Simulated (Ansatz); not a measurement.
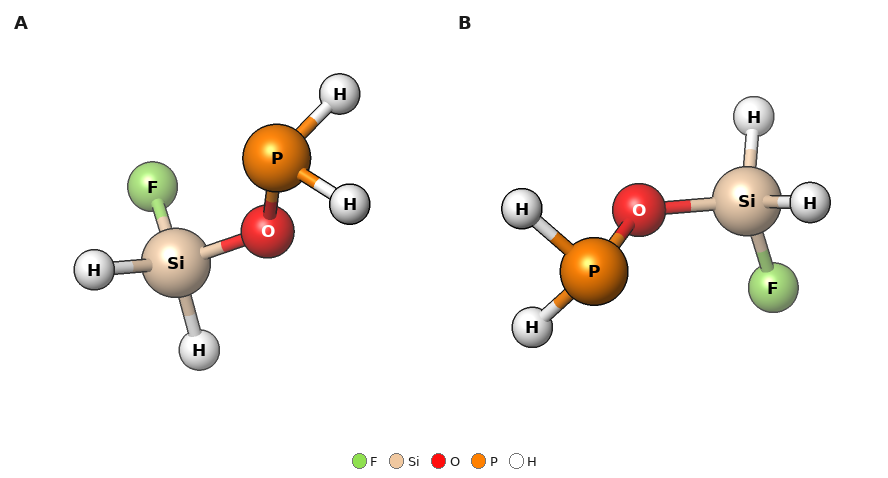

Distant atoms are faded towards the background colour. The geometry was computed by an optimisation with PBE0-D4/def2-TZVP.

Are A and B the same structure? If not, how do they differ?

Answer. Yes. They are the same structure, FH4OPSi (F[SiH2]OP), seen from two directions: a rotation takes one into the other. The geometry is chiral (C1), so its mirror image would differ.
